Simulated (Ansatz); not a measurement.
**SVWN5/aug-cc-pVDZ run of SiH3OF (SMILES O[SiH2]F)**

What is the vertical singlet–triplet gap of SiH3OF at SVWN5/aug-cc-pVDZ? 

The calculation is run with Ansatz 0.2.0.

72 further runs of the same task are left out: 72 set aside as unsound or not needed.

## (1) The molecule

SiH3OF has 6 atoms, charge 0, and is taken as a singlet. As SMILES, `O[SiH2]F`. Geometry: relaxed at PBE0-D4/def2-TZVP. This is one conformer, not always the lowest.

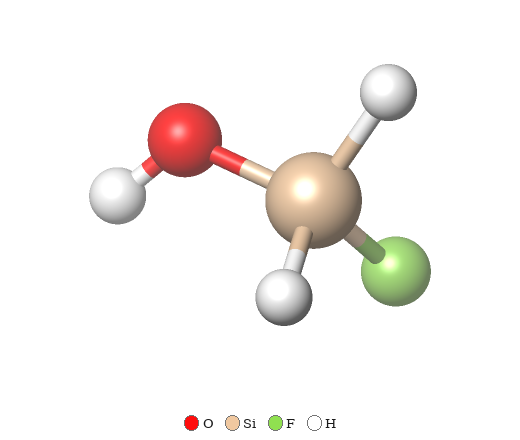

Viewed from a chosen angle; oxygen red, silicon light orange, fluorine green, hydrogen white.

## (2) A single-point energy at SVWN5/aug-cc-pVDZ

job.yaml reads:

```yaml
crystal:
  periodic: [false, false, false]
  atoms:
    - {symbol: O, position_ang: [-0.853500, -0.209200, -0.924100]}
    - {symbol: Si, position_ang: [0.378300, -0.009300, 0.123900]}
    - {symbol: F, position_ang: [0.180800, -0.922800, 1.417800]}
    - {symbol: H, position_ang: [-1.714200, 0.150200, -0.705600]}
    - {symbol: H, position_ang: [1.595600, -0.458500, -0.575800]}
    - {symbol: H, position_ang: [0.455100, 1.385600, 0.617600]}
basis:
  gaussian:
    orbitals: aug-cc-pVDZ
hamiltonian:
  xc: {name: SVWN5}
accuracy: high
output: {orbitals: {seedname: orbitals}}
```

Launch:

```sh
$ ansatz run job.yaml --threads 1 --pin off --max-ram 3480MiB --events-out events.jsonl --progress --plain --runs-dir runs
```

The log of the run:

```text
Warning: RAYON_NUM_THREADS=1 ignored (pool sized by the plan → 1); use --threads N
Functional definition: SVWN5
  name "SVWN5"
  exchange = slater_x
  correlation = vwn5_c
2017 factors; integrals over basis functions are off by at most 3.4e-9 eV
mean field evaluation 1: about -12622.1967 eV, gradient 6.5e1 eV
mean field evaluation 2: about -12585.5084 eV, gradient 1.5e2 eV
mean field evaluation 4: about -12629.1200 eV, gradient 1.4e1 eV
mean field evaluation 8: about -12629.4105 eV, gradient 3.7e-1 eV
mean field evaluation 16: about -12629.4108 eV, gradient 1.3e-5 eV
mean field -12629.41081431 eV, -464.1222869037 hartree, gradient 7.7e-8 eV, S^2 0.000000; 0 other end points of the search recorded, 0 dependent functions left out
reference -12629.41082279 eV, -464.1222872152 hartree; 17, 17 occupied and 83, 83 virtual orbitals, 2017 factors
Total energy: -12629.41082279 eV, -464.1222872152 hartree
```

Run time: 5.1 s. Hardware: 1 thread of Arm Neoverse V1, shared host; peak memory 0.24 GiB.

## (3) The triplet at the same level

input.yaml reads:

```yaml
crystal:
  periodic: [false, false, false]
  atoms:
    - symbol: O
      position_ang: [-0.853500, -0.209200, -0.924100]
    - symbol: Si
      position_ang: [0.378300, -0.009300, 0.123900]
    - symbol: F
      position_ang: [0.180800, -0.922800, 1.417800]
    - symbol: H
      position_ang: [-1.714200, 0.150200, -0.705600]
    - symbol: H
      position_ang: [1.595600, -0.458500, -0.575800]
    - symbol: H
      position_ang: [0.455100, 1.385600, 0.617600]
basis:
  gaussian: {orbitals: aug-cc-pVDZ}
magnetization: {spin_polarized: true, initial_magnetization: 2}
hamiltonian: {xc: {name: SVWN5}}
accuracy: high
output: {orbitals: {seedname: orbitals}}
```

Launch:

```sh
$ ansatz run input.yaml --threads 1 --pin off --max-ram 3480MiB --events-out events.jsonl --progress --plain --runs-dir runs
```

The log of the run:

```text
Warning: RAYON_NUM_THREADS=1 ignored (pool sized by the plan → 1); use --threads N
[... 4 set-up lines as earlier in the session ...]
2017 factors; integrals over basis functions are off by at most 3.4e-9 eV
mean field evaluation 1: about -12614.0519 eV, gradient 4.7e1 eV
mean field evaluation 2: about -12513.6537 eV, gradient 1.4e2 eV
mean field evaluation 4: about -12613.3866 eV, gradient 4.1e1 eV
mean field evaluation 8: about -12622.5432 eV, gradient 5.4e-1 eV
mean field evaluation 16: about -12622.5432 eV, gradient 5.4e-3 eV
mean field evaluation 32: about -12621.9139 eV, gradient 5.2e0 eV
mean field evaluation 64: about -12621.4011 eV, gradient 5.1e0 eV
mean field -12622.54315614 eV, -463.8699051210 hartree, gradient 3.7e-8 eV, S^2 2.001780; 10 other end points of the search recorded, 0 dependent functions left out
reference -12622.54316039 eV, -463.8699052773 hartree; 18, 16 occupied and 82, 84 virtual orbitals, 2017 factors
Total energy: -12622.54316039 eV, -463.8699052773 hartree
```

It took 12 s on 1 thread of Arm Neoverse V1, shared host; peak memory 0.32 GiB.

## (4) Results

Level: SVWN5/aug-cc-pVDZ.

```
                                        quantity          value
                           singlet: total energy  -464.12229 Eh
                            singlet: HOMO energy       -7.89 eV
                            singlet: LUMO energy       -1.11 eV
                          singlet: HOMO–LUMO gap        6.78 eV
                           triplet: total energy  -463.86991 Eh
     triplet: HOMO energy (highest over α and β)       -2.26 eV
                                   triplet: ⟨S²⟩          2.002
vertical energy of the triplet above the singlet       6.868 eV
```

**Reading.** At this shape the triplet lies 6.87 eV (663 kJ/mol) above the singlet.
